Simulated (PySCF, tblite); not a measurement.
**C₂H₆F₅NSi₂: geometry, infrared bands and NMR shifts**

Aim: predict the infrared bands and NMR shifts of C₂H₆F₅NSi₂ (`FC[SiH2]N[Si@H](F)C(F)(F)F`).

Programs: tblite 0.8.0 and PySCF 2.14.0, with density-fitted response routines of our own. Each step states its level of theory. These are calculated values for one molecule in the gas phase, unless marked as measured. Atoms count from 0, in the outputs and in this text.

### Step 1. Starting geometry

16 atoms, charge 0, multiplicity 1; geometry from: force field or distance geometry start.

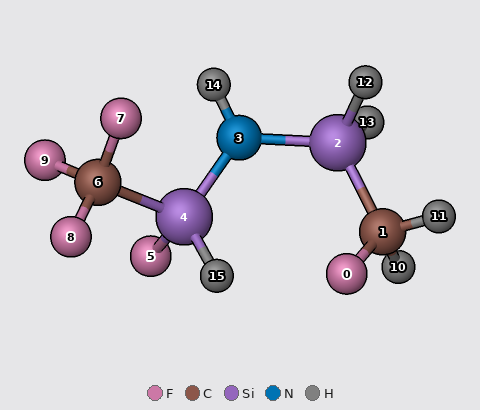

As it starts; fluorine pink, carbon brown, silicon purple, nitrogen blue, hydrogen grey, atoms numbered; sticks join atoms by distance.

### Step 2. Optimising the geometry with GFN2-xTB

Job settings and geometry (Å):

```
{"job": {"kind": "relax", "xc": "GFN2-xTB", "basis": "xTB"}, "charge": 0, "multiplicity": 1}
F      1.731400    -1.714500     0.654700
C      2.400900    -0.623800     0.177000
Si     1.543800     0.974800     0.283400
N     -0.174300     1.027000     0.044300
Si    -1.062300    -0.422700    -0.311200
F     -1.432800    -0.465900    -1.975500
C     -2.713800    -0.298000     0.562800
F     -2.480400     0.432900     1.734100
F     -3.199200    -1.543700     0.893800
F     -3.568200     0.414600    -0.231900
H      2.821500    -0.809400    -0.838000
H      3.308100    -0.548000     0.844000
H      1.841200     1.572000     1.612400
H      2.176100     1.875500    -0.714000
H     -0.702000     1.828000     0.442700
H     -0.497600    -1.689600     0.077400
```

On the command line:

```
OMP_NUM_THREADS=1 python probes_run.py task.json out
```

This one command runs all jobs of the session in turn.

The program printed:

```text
step      E/eV     max force
  0   -1019.44249    3.177
  1   -1019.83291    1.101
  2   -1019.97507    0.688
  3   -1020.02793    0.527
  4   -1020.07157    0.524
  5   -1020.09356    0.570
  6   -1020.12816    0.468
  7   -1020.14595    0.355
  8   -1020.16114    0.291
  9   -1020.17250    0.235
 10   -1020.18432    0.292
 11   -1020.19390    0.275
 12   -1020.20139    0.227
 13   -1020.20722    0.225
 14   -1020.21239    0.178
 15   -1020.21711    0.221
 16   -1020.22099    0.162
 17   -1020.22400    0.131
 18   -1020.22672    0.120
 19   -1020.22941    0.115
 20   -1020.23190    0.142
 21   -1020.23402    0.142
 22   -1020.23576    0.092
 23   -1020.23714    0.080
 24   -1020.23820    0.073
 25   -1020.23906    0.076
 26   -1020.23989    0.075
 27   -1020.24090    0.095
 28   -1020.24207    0.090
 29   -1020.24315    0.071
 30   -1020.24405    0.065
 31   -1020.24491    0.080
 32   -1020.24609    0.113
 33   -1020.24781    0.116
 34   -1020.24999    0.116
 35   -1020.25228    0.145
 36   -1020.25480    0.143
 37   -1020.25767    0.187
 38   -1020.26005    0.142
 39   -1020.26142    0.077
 40   -1020.26231    0.073
 41   -1020.26338    0.131
 42   -1020.26511    0.196
 43   -1020.26792    0.203
 44   -1020.27130    0.106
 45   -1020.27278    0.091
 46   -1020.27418    0.110
 47   -1020.27628    0.153
 48   -1020.28024    0.183
 49   -1020.28503    0.187
 50   -1020.28757    0.104
 51   -1020.28979    0.170
 52   -1020.29153    0.135
 53   -1020.29293    0.193
 54   -1020.29462    0.130
 55   -1020.29818    0.151
 56   -1020.30102    0.160
 57   -1020.30510    0.153
 58   -1020.30747    0.148
 59   -1020.30668    0.271
 60   -1020.31042    0.097
 61   -1020.31143    0.075
 62   -1020.31369    0.107
 63   -1020.31491    0.089
 64   -1020.31683    0.093
 65   -1020.31900    0.123
 66   -1020.32192    0.123
 67   -1020.32423    0.101
 68   -1020.32583    0.109
 69   -1020.32732    0.083
 70   -1020.32875    0.106
 71   -1020.33025    0.099
 72   -1020.33180    0.083
 73   -1020.33294    0.090
 74   -1020.33423    0.108
 75   -1020.33553    0.098
 76   -1020.33642    0.069
 77   -1020.33694    0.058
 78   -1020.33735    0.061
 79   -1020.33789    0.069
 80   -1020.33859    0.077
 81   -1020.33950    0.071
 82   -1020.34051    0.069
 83   -1020.34143    0.065
 84   -1020.34219    0.053
 85   -1020.34289    0.051
 86   -1020.34359    0.054
 87   -1020.34433    0.057
 88   -1020.34517    0.079
 89   -1020.34603    0.055
 90   -1020.34685    0.067
 91   -1020.34770    0.070
 92   -1020.34886    0.081
 93   -1020.35021    0.067
 94   -1020.35118    0.074
 95   -1020.35175    0.052
 96   -1020.35219    0.046
 97   -1020.35246    0.056
 98   -1020.35280    0.073
 99   -1020.35335    0.083
100   -1020.35417    0.081
101   -1020.35516    0.081
102   -1020.35607    0.074
103   -1020.35674    0.064
104   -1020.35722    0.048
105   -1020.35771    0.042
106   -1020.35812    0.056
107   -1020.35840    0.036
108   -1020.35859    0.034
109   -1020.35881    0.031
110   -1020.35913    0.050
111   -1020.35947    0.065
112   -1020.35979    0.056
113   -1020.36000    0.038
114   -1020.36011    0.021
115   -1020.36017    0.018
116   -1020.36023    0.022
117   -1020.36031    0.023
118   -1020.36041    0.026
119   -1020.36052    0.033
120   -1020.36064    0.033
121   -1020.36073    0.030
122   -1020.36083    0.025
123   -1020.36094    0.021
124   -1020.36108    0.032
125   -1020.36122    0.036
126   -1020.36134    0.030
127   -1020.36143    0.019
128   -1020.36149    0.019
129   -1020.36156    0.020
130   -1020.36168    0.029
131   -1020.36188    0.036
132   -1020.36216    0.042
133   -1020.36246    0.037
134   -1020.36268    0.033
135   -1020.36283    0.033
136   -1020.36298    0.034
137   -1020.36320    0.037
138   -1020.36353    0.046
139   -1020.36396    0.052
140   -1020.36431    0.047
141   -1020.36459    0.043
142   -1020.36474    0.050
143   -1020.36492    0.030
144   -1020.36503    0.026
145   -1020.36517    0.030
146   -1020.36529    0.028
147   -1020.36538    0.022
148   -1020.36546    0.021
149   -1020.36551    0.011
150   -1020.36553    0.009
```

Wall time 2.2 s (1 thread of Arm Neoverse N1, shared host); peak memory 0.18 GiB.

Along the way: (not every step is listed)

```
step  energy from step 0 (eV)  largest force (eV/Å)
   0                   0.0000                3.1768
   1                  -0.3904                1.1006
   2                  -0.5326                0.6879
   3                  -0.5854                0.5275
   4                  -0.6291                0.5235
   5                  -0.6511                0.5703
   6                  -0.6857                0.4680
   7                  -0.7035                0.3548
   8                  -0.7187                0.2913
  21                  -0.7915                0.1423
  34                  -0.8075                0.1162
  47                  -0.8338                0.1528
  60                  -0.8679                0.0969
  73                  -0.8904                0.0905
  86                  -0.9011                0.0536
  99                  -0.9109                0.0833
 112                  -0.9173                0.0563
 125                  -0.9187                0.0361
 138                  -0.9210                0.0458
 145                  -0.9227                0.0300
 146                  -0.9228                0.0283
 147                  -0.9229                0.0216
 148                  -0.9230                0.0212
 149                  -0.9230                0.0114
 150                  -0.9230                0.0094
```

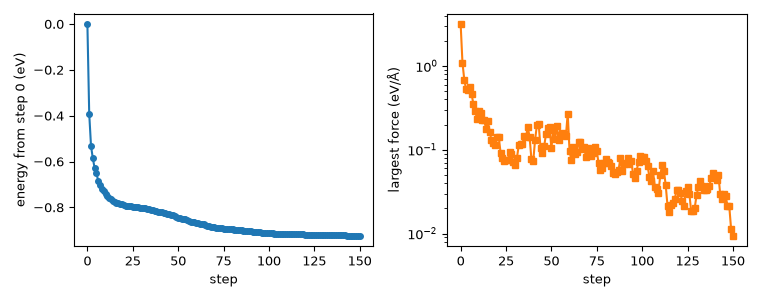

Energy and largest force along the relaxation.

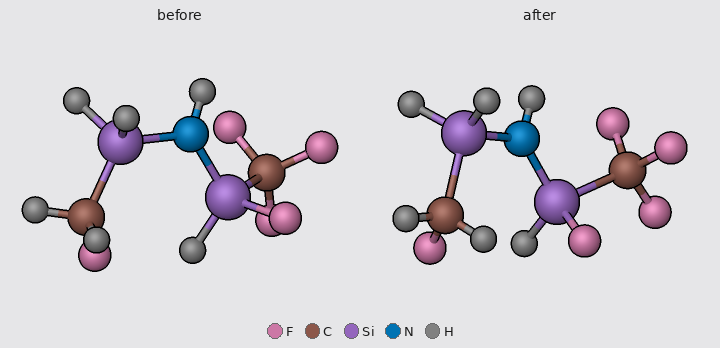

The geometry before (left) and after (right).

Distances of close pairs at the start and the end, largest changes first:

| bond | before (Å) | after (Å) | change (Å) |
| --- | --- | --- | --- |
| Si4–F5 | 1.706 | 1.604 | -0.102 |
| C1–Si2 | 1.817 | 1.911 | +0.094 |
| Si4–C6 | 1.873 | 1.939 | +0.066 |
| C6–F7 | 1.400 | 1.354 | -0.046 |
| C1–H11 | 1.129 | 1.092 | -0.037 |
| C6–F8 | 1.377 | 1.345 | -0.032 |
| N3–H14 | 1.039 | 1.009 | -0.029 |
| N3–Si4 | 1.737 | 1.711 | -0.026 |

The end geometry stands in the next job.

### Step 3. Harmonic vibrations with GFN2-xTB

Job settings and geometry (Å):

```
{"job": {"kind": "ir", "xc": "GFN2-xTB", "basis": "xTB"}, "charge": 0, "multiplicity": 1}
F      2.128506    -1.510773     0.654206
C      2.427783    -0.474061    -0.212696
Si     1.616984     1.138117     0.416709
N     -0.086640     0.772613     0.577306
Si    -0.925839    -0.678486     0.233129
F     -0.633125    -1.103260    -1.285174
C     -2.796023    -0.168536     0.250014
F     -3.118111     0.541657     1.357237
F     -3.626823    -1.226424     0.241941
F     -3.158751     0.604274    -0.790130
H      2.058132    -0.781727    -1.192616
H      3.517314    -0.414323    -0.253367
H      2.131503     1.479215     1.743698
H      1.808482     2.189109    -0.583663
H     -0.618545     1.492411     1.043795
H     -0.732446    -1.850862     1.055687
```

The program printed:

```text
mode    cm-1     km/mol
  1      12.9      0.50
  2      29.5      2.61
  3      52.0      5.06
  4      59.7      1.24
  5      73.8      1.75
  6     126.1      4.72
  7     134.8      3.83
  8     175.6      8.73
  9     219.8      3.14
 10     244.0      3.92
 11     279.7     31.86
 12     318.9     14.76
 13     386.0     50.92
 14     422.6     94.60
 15     463.5      5.77
 16     466.6      9.83
 17     503.9    119.51
 18     565.4     29.15
 19     616.9     70.98
 20     654.0    106.20
 21     659.5      0.99
 22     674.1     43.11
 23     687.5    133.14
 24     733.1     47.39
 25     756.6    207.84
 26     793.9    207.65
 27     847.3    313.07
 28     993.3     68.90
 29    1019.7    297.44
 30    1026.5     83.32
 31    1044.4    329.04
 32    1157.3    157.94
 33    1198.1     83.46
 34    1202.8    179.14
 35    1277.2      1.70
 36    1440.1      4.30
 37    2260.6    405.03
 38    2267.7    137.38
 39    2426.7    175.45
 40    2968.4     32.31
 41    2973.9     14.79
 42    3446.4      9.71
```

Wall time 1.2 s (1 thread of Arm Neoverse N1, shared host); peak memory 0.18 GiB.

The strongest bands and the atoms that carry them (share of the mass-weighted mode):

| cm⁻¹ | km/mol | atoms |
| --- | --- | --- |
| 757 | 207.8 | H13 30 %, Si2 19 %, H12 17 % |
| 794 | 207.7 | Si2 17 %, H12 17 %, H11 15 %, H13 15 % |
| 847 | 313.1 | F5 44 %, Si4 34 % |
| 1020 | 297.4 | C6 48 %, F7 13 %, C1 11 % |
| 1044 | 329.0 | C6 65 %, F8 15 %, F9 10 % |
| 1203 | 179.1 | H14 28 %, H10 26 %, H11 22 %, N3 13 % |
| 2261 | 405.0 | H13 51 %, H12 45 % |
| 2427 | 175.4 | H15 97 % |

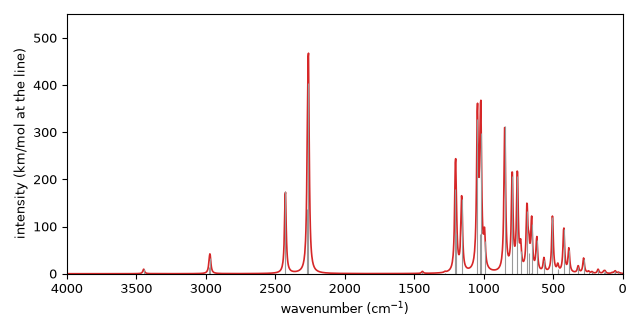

The infrared spectrum from these modes, unscaled. Lines are broadened to a width of 14 cm⁻¹ (Lorentzian).

### Step 4. NMR shieldings: PBE0/pcSseg-1

The job, as its differences from that of step 3:

```diff
@@ -1,2 +1,2 @@
-{"job": {"kind": "ir", "xc": "GFN2-xTB", "basis": "xTB"}, "charge": 0, "multiplicity": 1}
+{"job": {"kind": "nmr", "xc": "PBE0", "basis": "pcSseg-1"}, "charge": 0, "multiplicity": 1}
 F      2.128506    -1.510773     0.654206
```

Level: GIAO PBE0/pcSseg-1 NMR shielding, non-relativistic, gas phase.

The program printed:

```text
coarse grid: 15632 points
cycle   1  E = -1211.6515293000  dE =  1.180e+00  |g| = 1.107e+00  |ddm| = 3.597e+00
cycle   2  E = -1211.4063252510  dE =  2.452e-01  |g| = 1.694e+00  |ddm| = 1.545e+00
cycle   3  E = -1211.8553108896  dE = -4.490e-01  |g| = 6.025e-02  |ddm| = 9.557e-01
cycle   4  E = -1211.8557171334  dE = -4.062e-04  |g| = 3.830e-02  |ddm| = 6.868e-02
cycle   5  E = -1211.8559413516  dE = -2.242e-04  |g| = 1.120e-02  |ddm| = 3.021e-02
cycle   6  E = -1211.8559614283  dE = -2.008e-05  |g| = 2.677e-03  |ddm| = 9.137e-03
cycle   7  E = -1211.8559628855  dE = -1.457e-06  |g| = 5.532e-04  |ddm| = 2.488e-03
final grid: 147512 points
cycle   8  E = -1211.9418825608  dE = -5.255e-05  |g| = 8.588e-03  |ddm| = 1.975e-02
cycle   9  E = -1211.9418708751  dE =  1.169e-05  |g| = 1.200e-02  |ddm| = 1.269e-02
cycle  10  E = -1211.9418972723  dE = -2.640e-05  |g| = 8.439e-04  |ddm| = 7.105e-03
cycle  11  E = -1211.9418973878  dE = -1.155e-07  |g| = 3.334e-04  |ddm| = 8.783e-04
cycle  12  E = -1211.9418974078  dE = -2.006e-08  |g| = 8.013e-05  |ddm| = 2.688e-04
cycle  13  E = -1211.9418974087  dE = -8.513e-10  |g| = 3.180e-05  |ddm| = 6.872e-05
cycle  14  E = -1211.9418974088  dE = -1.623e-10  |g| = 4.602e-06  |ddm| = 2.217e-05
converged SCF energy = -1211.9418974088

GIAO shielding tensors (ppm)
atom      isotropic    diamagn.    paramagn.     s11        s22        s33       span
  0 F      480.894     475.887       5.008    421.815    492.781    528.087    106.272
  1 C      108.887     249.346    -140.459     62.227     84.531    179.902    117.675
  2 Si     382.897     879.797    -496.900    358.304    365.561    424.825     66.521
  3 N      246.691     327.593     -80.902    216.619    239.981    283.473     66.853
  4 Si     378.127     879.606    -501.480    334.371    396.583    403.427     69.056
  5 F      347.866     471.759    -123.894    292.649    350.575    400.373    107.724
  6 C       51.749     256.123    -204.375     49.901     50.638     54.708      4.807
  7 F      256.688     474.487    -217.799    155.237    270.213    344.614    189.377
  8 F      255.263     470.685    -215.423    153.068    273.574    339.146    186.078
  9 F      253.178     473.877    -220.700    154.148    264.061    341.325    187.177
 10 H       26.294      30.834      -4.540     23.550     25.002     30.330      6.780
 11 H       26.596      27.237      -0.641     22.555     25.693     31.540      8.985
 12 H       26.546      28.317      -1.771     22.756     24.341     32.542      9.786
 13 H       26.800      28.814      -2.015     22.844     24.999     32.555      9.711
 14 H       30.913      32.884      -1.971     21.400     29.378     41.960     20.560
 15 H       26.724      29.450      -2.726     23.026     25.449     31.696      8.670
```

Wall time 91 s (1 thread of Arm Neoverse N1, shared host); peak memory 0.94 GiB.

Shifts follow as δ = σ(reference) − σ, with reference shieldings (ppm) from runs at the same level and on the same kind of geometry: 1H TMS 31.72, 13C TMS 186.9, 29Si TMS 349.2, 19F CFCl3 170.9, 15N NH3 267.7. The references are single molecules in the gas phase, so shifts against H2O, NH3, PH3, H3PO4 or CFCl3 are not on the usual liquid scales and can be off by tens of ppm. Atoms listed in one row are averaged.

```
     atoms                                environment  σ (ppm)  δ (ppm)  δ scaled to CDCl3
        C6                                 CF3 carbon     51.7    135.2              130.0
        C1                 sp3 CH2 bonded to F and Si    108.9     78.0               74.3
       H10  hydrogen on an sp3 CH2 bonded to F and Si    26.29     5.42               5.22
       H12       hydrogen on a silicon bonded to C, N    26.55     5.17                  –
       H11  hydrogen on an sp3 CH2 bonded to F and Si    26.60     5.12               4.93
       H15    hydrogen on a silicon bonded to C, F, N    26.72     4.99                  –
       H13       hydrogen on a silicon bonded to C, N    26.80     4.92                  –
       H14      hydrogen on a nitrogen bonded to 2 Si    30.91     0.80                  –
F7, F8, F9                    fluorine of a CF3 group    255.0    -84.1                  –
        F5                      fluorine bonded to Si    347.9   -176.9                  –
        F0                  fluorine on an sp3 carbon    480.9   -309.9                  –
       Si4               silicon bonded to C, F, N, H    378.1    -29.0                  –
       Si2                silicon bonded to C, N, 2 H    382.9    -33.7                  –
        N3                 nitrogen bonded to 2 Si, H    246.7     21.0                  –
```

The scaled column applies a straight-line fit of computed shieldings to shifts measured in CDCl3, and one for carbons that bear F (root-mean-square error 0.16 ppm for H, 1.9 ppm for C).

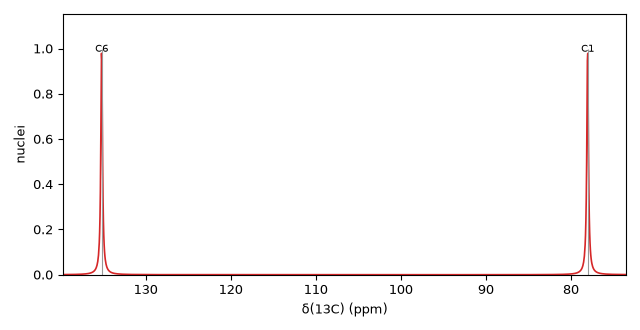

13C lines at the computed shifts, without couplings. Lines are broadened to a width of 0.23 ppm (Lorentzian).

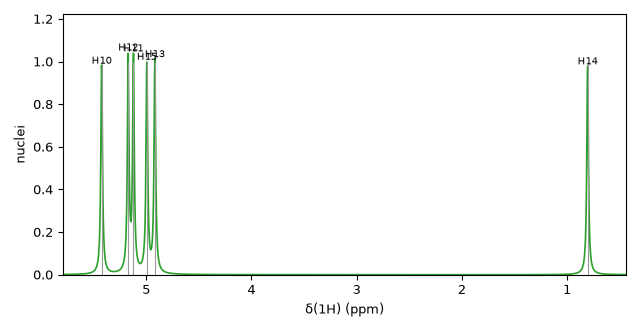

1H lines at the computed shifts, without couplings. Lines are broadened to a width of 0.02 ppm (Lorentzian).

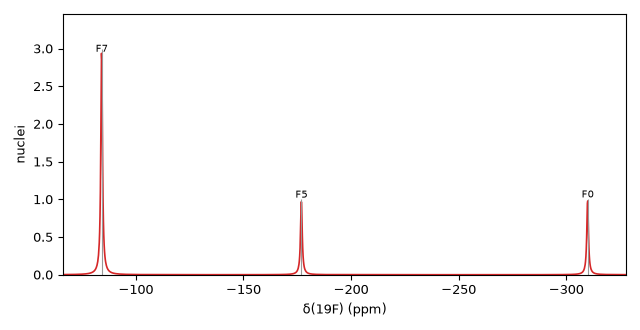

19F lines at the computed shifts, without couplings. Lines are broadened to a width of 0.90 ppm (Lorentzian).

Charges from the same density, by scheme (e):

| atoms | Mulliken | IAO | Hirshfeld | ESP fit |
| --- | --- | --- | --- | --- |
| F0 | -0.34 | -0.32 | -0.11 | -0.18 |
| C1 | -0.19 | -0.25 | -0.07 | -0.16 |
| Si2 | 0.78 | 0.90 | 0.39 | 0.61 |
| N3 | -0.86 | -0.95 | -0.33 | -0.70 |
| Si4 | 1.10 | 1.29 | 0.45 | 0.40 |
| F5 | -0.41 | -0.53 | -0.19 | -0.22 |
| C6 | 0.50 | 0.52 | 0.16 | 0.47 |
| F7, F8, F9 | -0.28 | -0.28 | -0.10 | -0.19 |

Mulliken charges:

F0 -0.34; C1 -0.19; Si2 0.78; N3 -0.86; Si4 1.10; F5 -0.41; C6 0.50; F7 -0.29; F8 -0.27; F9 -0.27; H10 0.15; H11 0.14; H12 -0.09; H13 -0.09; H14 0.24; H15 -0.10

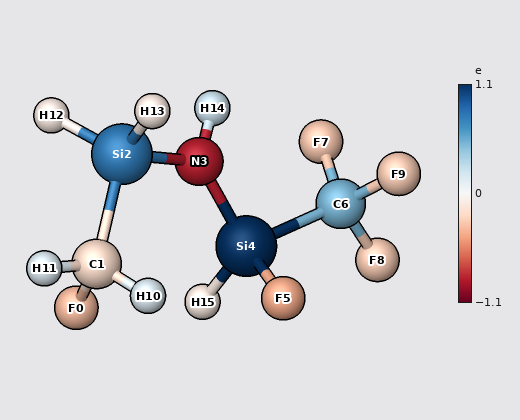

Mulliken charges, as colours on the atoms.

Mayer bond orders: F0–C1 0.82, C1–Si2 0.91, Si2–N3 0.91, N3–Si4 1.02, Si4–F5 0.94, Si4–C6 0.78, C6–F7 0.95, C6–F8 0.97, C6–F9 0.97.

The fields below are evaluated on a grid from the run's orbitals.

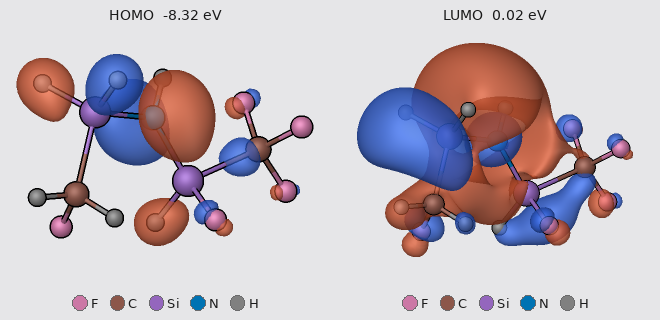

PBE0/pcSseg-1 orbitals near the gap, drawn at the value that encloses 70 % of each; the two colours are the two signs.

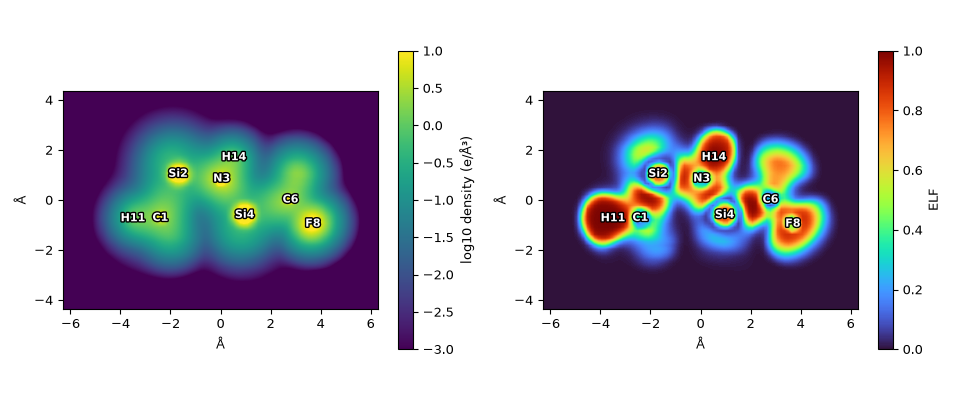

Density (left) and ELF (right) in a plane through or near 8 of the atoms.

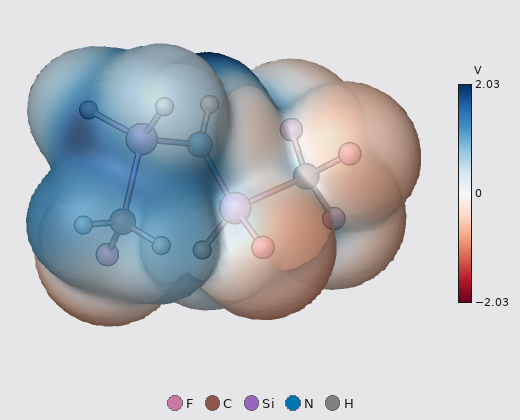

The potential that a unit positive charge feels on the 0.002 e/bohr³ surface, from -0.83 V near F5 to 2.03 V near H14.

### Step 5. What came out

| quantity | value |
| --- | --- |
| strongest single infrared mode (GFN2-xTB) | 2261 cm⁻¹, 405 km/mol |
| zero-point energy (GFN2-xTB) | 53.8 kcal/mol |
| 13C shifts against TMS (PBE0/pcSseg-1) | 135.2, 78.0 ppm |
| 1H shifts against TMS (PBE0/pcSseg-1) | 5.42, 5.17, 5.12, 4.99, 4.92, 0.80 ppm |
| 19F shifts against CFCl3 (PBE0/pcSseg-1, means over atoms taken as alike) | -84.1, -176.9, -309.9 ppm |
| 29Si shifts against TMS (PBE0/pcSseg-1) | -29.0, -33.7 ppm |
| 15N shifts against NH3 (PBE0/pcSseg-1) | 21.0 ppm |
| surface potential, least and greatest | -0.83 V and 2.03 V |

In words: Relaxing lowered the energy by 0.923 eV in 150 steps; the close pair that moved most is Si4–F5, from 1.706 to 1.604 Å. No mode is imaginary among the 42: a minimum at this level. The strongest single mode, at 2261 cm⁻¹, moves mainly H13 and H12. Unscaled tight-binding wavenumbers are off by several per cent, some by more. Its intensities can rank the bands wrongly. At PBE0/pcSseg-1: The largest span, 188 ppm, is at F7, F8, F9, where the paramagnetic term is -218 ppm.
